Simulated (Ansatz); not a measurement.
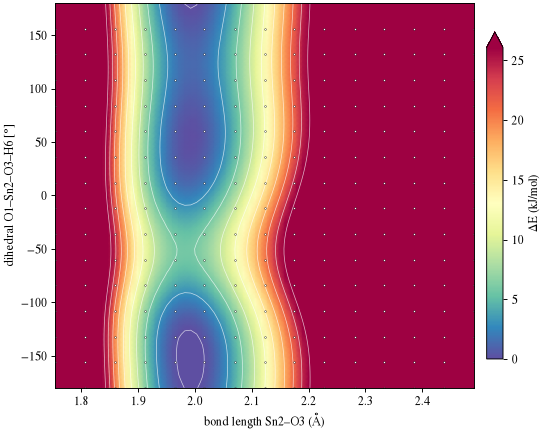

FH₂O₂Sn, SMILES [OH][Sn]([OH])[F], spin multiplicity 2. Coordinates scanned: (1) bond length Sn2–O3; (2) dihedral O1–Sn2–O3–H6. Nothing is relaxed (all other coordinates rigid). Grid: 15 × 15 points. Points are written as (first, second). Energies are in kJ/mol, from the lowest grid point. These are results of Ansatz 0.2.0, UKS PBE0-D4/def2-SVP, not measurements.

In the figure: a smooth colour map with a few white contour lines, dots at the grid points, one colour for all values above the top of the scale. Between grid points the surface is interpolated.

> Where is the minimum, and how stiff is the well along each coordinate?

The interpolated minimum is at bond length Sn2–O3 ≈ 1.992 Å, dihedral O1–Sn2–O3–H6 ≈ −151°. The curvatures there are about 19 eV/Å² and 0.046 eV/rad², with a cross term of about 0.09 eV/(Å·rad). Round the minimum the two coordinates are weakly coupled (coupling 0.10 in units of the two stiffnesses). (1 eV is 96.5 kJ/mol.)
